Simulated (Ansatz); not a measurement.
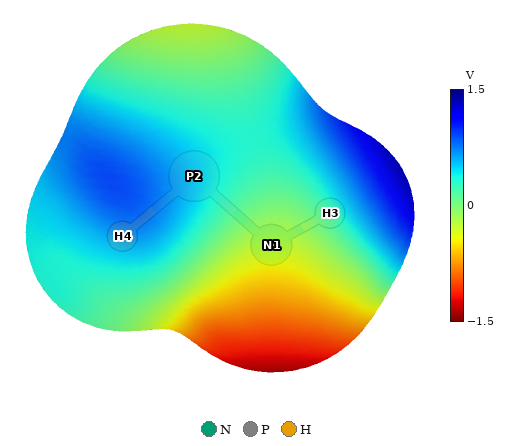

Figure. H$_{2}$NP. The molecular electrostatic potential painted on the density surface at 0.001 e/bohr³, seen across its widest extent; red is negative and blue positive.

Geometry: r2SCAN-D4/def2-TZVP.

Computed with isolated molecule in a Gaussian basis; Kohn-Sham density functional theory, functional PBE0 in Ansatz.

The calculation's input:

```
crystal:
  periodic: [false, false, false]
  atoms:
    - {symbol: "N", position_ang: [-1.962851, 0.368155, 1.065902]}
    - {symbol: P, position_ang: [-3.216853, 0.369079, 0.104679]}
    - {symbol: H, position_ang: [-2.084821, 1.080467, 1.790626]}
    - {symbol: H, position_ang: [-2.795305, -0.684981, -0.782504]}
basis:
  gaussian: {orbitals: def2-TZVPD}
hamiltonian: {xc: {name: PBE0}}
output: {forces: true, orbitals: {seedname: orbitals}}
```

Launched as:

```sh
ansatz run input.yaml --threads 1 --pin off --max-ram 2610MiB --events-out events.jsonl --progress --plain --runs-dir runs
```

> Which sites attract a positive test charge, and which a negative one?

A positive charge is drawn to the negative regions and a negative charge to the positive ones. The most negative region (about −1.4 V) lies over N1, the most positive (about +1.3 V) over H3. N1 is the likeliest acceptor of a hydrogen bond.
